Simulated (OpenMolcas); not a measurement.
# GeSiH4F (SMILES F[SiH][GeH3]): levels of theory compared

We compute a comparison of 6 runs (UHF/def2-SVPD, U-r2SCAN/def2-SVPD, U-revPBE/def2-SVPD, UB3LYP/def2-SVPD, UM06-2X/def2-SVPD, UM06-L/def2-SVPD) of GeSiH4F. 

The calculation is run with OpenMolcas 26.06.

**1. Starting point**

The species is GeSiH4F (7 atoms), meant as a doublet with charge 0. As SMILES, `F[SiH][GeH3]`. Geometry: relaxed at PBE0-D4/def2-TZVP.

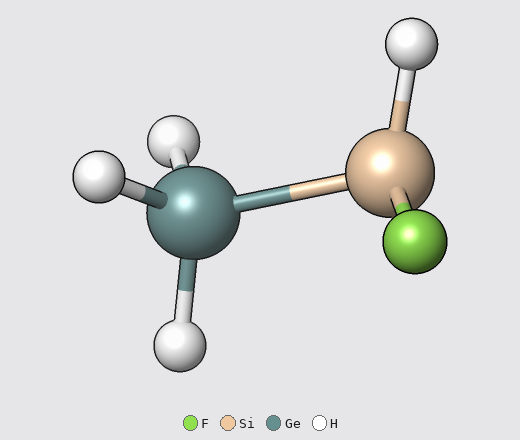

The structure, seen from a chosen angle (fluorine green, silicon light orange, germanium teal, hydrogen white).

**2. Energy and forces at UHF/def2-SVPD (run 1)**

The input, job.inp:

```
* FGeH4Si Hartree-Fock

&GATEWAY
 BasLib=$CurrDir
 Coord
 7
 angstrom
 F       -0.828200      -1.797600       1.409500
 Si      -0.880400      -1.140500      -0.059400
 Ge       0.333800       0.913400      -0.081600
 H       -0.325400      -2.158700      -1.001700
 H        0.289700       1.465200      -1.516000
 H       -0.331000       1.924700       0.863100
 H        1.802700       0.725500       0.340400
 Basis=def2-SVPD
 Group=NoSym

&SEWARD

&SCF
 UHF
 Spin=2
 Thresholds=1e-10 1e-07 1e-07 1e-05
 PrOrbitals=1

&ALASKA
```

The basis set def2-SVPD is read from a file made from the Basis Set Exchange's data (not shown).

On the command line:

```
export MOLCAS_MEM=1860
pymolcas job.inp > job.log
```

Standard output:

```text
--- Start Module: gateway ---
[...]
--- Stop Module: gateway /rc=_RC_ALL_IS_WELL_ ---
[...]
      Basis functions          117
[...]
--- Start Module: scf ---
[...]
       Convergence after  16 Iterations
[...]
::    Total SCF energy                              -2465.6515197074
[...]
      Total spin, S                                     0.5032600798
[...]
      Dipole Moment (debye):
      Origin of the operator (angstrom)=   -0.1140    0.0275    0.1422
                   X=  1.1673E-01               Y=  7.4137E-01               Z= -1.2287E+00           Total=  1.4398E+00
      Quadrupole Moment (debye*angstrom):
[...]
--- Stop Module: scf /rc=_RC_ALL_IS_WELL_ ---
[...]
--- Start Module: alaska ---
[...]
 *              Molecular gradients               *
 **************************************************
  Irreducible representation: a
 ------------------------------------------------------------------------------------------
                              X                       Y                       Z
 ------------------------------------------------------------------------------------------
  F1               -4.05408004615637E-04    6.13610569698686E-03   -1.39473739241360E-02
  SI2               1.55060648113547E-03    1.74798337957149E-03    1.61015836979068E-02
  GE3              -3.71474100849944E-03   -6.20705075643357E-03   -7.88713340846847E-05
  H4                1.60911035367994E-03   -2.43282132081202E-03   -2.31539976908701E-03
  H5               -1.86754995183488E-04    7.63948723965235E-05   -5.32771477144145E-04
  H6               -2.71322855370126E-04    4.77523700646465E-04    3.66345533660883E-04
  H7                1.41851002891169E-03    2.01864427718218E-04    4.06487272968770E-04
 ------------------------------------------------------------------------------------------
--- Stop Module: alaska /rc=_RC_ALL_IS_WELL_ ---
[...]
```

Run time: 33 s. Hardware: 1 thread of Intel Xeon Platinum 8259CL at 2.50GHz (Skylake/Cascade Lake), shared host; peak memory 0.72 GiB.

**3. A single-point energy at U-r2SCAN/def2-SVPD (run 2)**

The input, calc.input:

```
&gateway
  baslib=$CurrDir
  coord
  7
  angstrom
  F       -0.828200      -1.797600       1.409500
  Si      -0.880400      -1.140500      -0.059400
  Ge       0.333800       0.913400      -0.081600
  H       -0.325400      -2.158700      -1.001700
  H        0.289700       1.465200      -1.516000
  H       -0.331000       1.924700       0.863100
  H        1.802700       0.725500       0.340400
  basis=def2-SVPD
  group=NoSym

&seward
  gridinput
  Grid=UltraFine
  End of Grid

&scf
  uhf
  spin=2
  ksdft=2
  1.0 MGGA_X_R2SCAN
  1.0 MGGA_C_R2SCAN
  thresholds=1e-10 1e-07 1e-07 1e-05
  prorbitals=1 1
```

The basis set def2-SVPD is read from a file made from the Basis Set Exchange's data (not shown).

On the command line:

```
export MOLCAS_MEM=1860
pymolcas calc.input > calc.log
```

Standard output:

```text
--- Start Module: gateway ---
[...]
--- Stop Module: gateway /rc=_RC_ALL_IS_WELL_ ---
--- Start Module: seward ---
[...]
      Basis functions          117
--- Stop Module: seward /rc=_RC_ALL_IS_WELL_ ---
[...]
--- Start Module: scf ---
[...]
       Convergence after  16 Iterations
[...]
::    Total KS-DFT energy                           -2468.2465271772
[...]
      Total spin, S                                     0.5022112382
[...]
      Total electronic charge=   59.000000
      Total            charge=   -0.000000
[...]
      Dipole Moment (debye):
      Origin of the operator (angstrom)=   -0.1140    0.0275    0.1422
                   X=  1.6937E-01               Y=  6.4224E-01               Z= -1.0029E+00           Total=  1.2029E+00
      Quadrupole Moment (debye*angstrom):
[...]
--- Stop Module: scf /rc=_RC_ALL_IS_WELL_ ---
[...]
```

It took 1.9 min on 1 thread of Intel Xeon Platinum 8259CL at 2.50GHz (Skylake/Cascade Lake), shared host; peak memory 0.72 GiB.

Run 3 isn't shown in full; the table further down has it.

**4. Energy and forces at UB3LYP/def2-SVPD (run 4)**

The input, job.inp:

```
&GATEWAY
BASLIB=$CurrDir
COORD
7
angstrom
F       -0.828200      -1.797600       1.409500
Si      -0.880400      -1.140500      -0.059400
Ge       0.333800       0.913400      -0.081600
H       -0.325400      -2.158700      -1.001700
H        0.289700       1.465200      -1.516000
H       -0.331000       1.924700       0.863100
H        1.802700       0.725500       0.340400
BASIS=def2-SVPD
GROUP=NoSym
&SEWARD
GRIDINPUT
Grid=UltraFine
End of Grid
&SCF
UHF
SPIN=2
KSDFT=B3LYP
THRESHOLDS=1e-10 1e-07 1e-07 1e-05
PRORBITALS=1 1
&ALASKA
```

The basis set def2-SVPD is read from a file made from the Basis Set Exchange's data (not shown).

On the command line:

```
export MOLCAS_MEM=1860
pymolcas job.inp > job.log
```

Standard output:

```text
--- Start Module: gateway ---
[...]
--- Stop Module: gateway /rc=_RC_ALL_IS_WELL_ ---
[...]
      Basis functions          117
[...]
--- Start Module: scf ---
[...]
       Convergence after  15 Iterations
[...]
::    Total KS-DFT energy                           -2468.3883326807
[...]
      Total spin, S                                     0.5010898856
[...]
      Total electronic charge=   59.000000
      Total            charge=   -0.000000
[...]
      Dipole Moment (debye):
      Origin of the operator (angstrom)=   -0.1140    0.0275    0.1422
                   X=  1.4326E-01               Y=  6.7935E-01               Z= -1.0762E+00           Total=  1.2808E+00
      Quadrupole Moment (debye*angstrom):
[...]
--- Stop Module: scf /rc=_RC_ALL_IS_WELL_ ---
[...]
--- Start Module: alaska ---
[...]
 *              Molecular gradients               *
 **************************************************
  Irreducible representation: a
 ------------------------------------------------------------------------------------------
                              X                       Y                       Z
 ------------------------------------------------------------------------------------------
  F1               -1.40078799181875E-03    1.26050074657940E-02   -2.75520924685360E-02
  SI2               4.68986396078286E-03   -1.05056666209755E-02    2.68649194319650E-02
  GE3              -1.23031369651017E-03   -2.17270515327428E-03   -1.95505523839845E-04
  H4               -9.07102343790323E-04    1.76741605757780E-03    8.40464060146928E-04
  H5               -6.86899254156749E-05   -6.55404182540398E-04    1.16783369696982E-03
  H6                3.86520913393973E-04   -1.00001162600716E-03   -7.29440985717034E-04
  H7               -1.46949091667725E-03   -3.86359405727954E-05   -3.96178211025111E-04
 ------------------------------------------------------------------------------------------
--- Stop Module: alaska /rc=_RC_ALL_IS_WELL_ ---
[...]
```

It took 93 s on 1 thread of Intel Xeon Platinum 8259CL at 2.50GHz (Skylake/Cascade Lake), shared host; peak memory 0.72 GiB.

Run 5 isn't shown in full; the table further down has it.

**5. A single-point energy at UM06-L/def2-SVPD (run 6)**

The input, job.input:

```
* FGeH4Si Kohn-Sham DFT
>>> EXPORT MOLCAS_PRINT=2
&GATEWAY
BasLib = $CurrDir
Coord
7
bohr
F     -1.56507118    -3.39697168     2.66356897
Si    -1.66371488    -2.15523265    -0.11224973
Ge     0.63079058     1.72607584    -0.15420165
H     -0.61491688    -4.07935179    -1.89293866
H      0.54745366     2.76882672    -2.86482480
H     -0.62549935     3.63715587     1.63102262
H      3.40660928     1.37099630     0.64326277
Basis = def2-SVPD
Group = NoSym
&SEWARD
GridInput
Grid=UltraFine
End of Grid
&SCF
UHF
Spin = 2
KSDFT = M06L
Thresholds = 1e-10 1e-07 1e-07 1e-05
PrOrbitals = 0
```

The basis set def2-SVPD is read from a file made from the Basis Set Exchange's data (not shown).

On the command line:

```
export MOLCAS_MEM=1860
pymolcas job.input > job.log
```

Standard output:

```text
--- Start Module: gateway ---
[...]
--- Stop Module: gateway /rc=_RC_ALL_IS_WELL_ ---
--- Start Module: seward ---
[...]
      Basis functions          117
--- Stop Module: seward /rc=_RC_ALL_IS_WELL_ ---
[...]
--- Start Module: scf ---
[...]
       Convergence after  16 Iterations
[...]
::    Total KS-DFT energy                           -2468.2429560372
[...]
      Total spin, S                                     0.5017351797
[...]
      Total electronic charge=   59.000000
      Total            charge=   -0.000000
[...]
      Dipole Moment (debye):
      Origin of the operator (angstrom)=   -0.1140    0.0275    0.1422
                   X=  2.6004E-01               Y=  7.6857E-01               Z= -1.0321E+00           Total=  1.3128E+00
      Quadrupole Moment (debye*angstrom):
[...]
--- Stop Module: scf /rc=_RC_ALL_IS_WELL_ ---
[...]
```

Run time: 1.9 min. Hardware: 1 thread of Intel Xeon Platinum 8259CL at 2.50GHz (Skylake/Cascade Lake), shared host; peak memory 0.72 GiB.

**6. The series**

```csv
run,level,task,integration grid,energy (Eh),dipole moment (D),HOMO energy (eV),LUMO energy (eV),wall time
1,UHF/def2-SVPD,gradient,–,-2465.651520,1.44,-9.10,0.83,33 s
2,U-r2SCAN/def2-SVPD,energy,UltraFine,-2468.246527,1.20,-5.54,-3.21,1.9 min
3,U-revPBE/def2-SVPD,gradient,UltraFine,-2468.064940,1.16,-5.17,-3.50,1.7 min
4,UB3LYP/def2-SVPD,gradient,UltraFine,-2468.388333,1.28,-6.02,-3.13,93 s
5,UM06-2X/def2-SVPD,energy,UltraFine,-2468.260194,1.32,-7.14,-2.41,1.8 min
6,UM06-L/def2-SVPD,energy,UltraFine,-2468.242956,1.31,-5.27,-3.50,1.9 min
```

**7. Results**

```
                                 quantity           value
                      run 6: total energy  -2468.24296 Eh
                     run 6: dipole moment          1.31 D
run 6: HOMO energy (highest over α and β)        -5.27 eV
 run 6: LUMO energy (lowest over α and β)        -3.50 eV
                              run 6: ⟨S²⟩           0.753
```

The dipole moment (its size) runs from 1.16 D (U-revPBE/def2-SVPD) to 1.44 D (UHF/def2-SVPD). Totals of different functionals can't be ranked against each other. All runs together took 9.4 min, the longest 1.9 min.
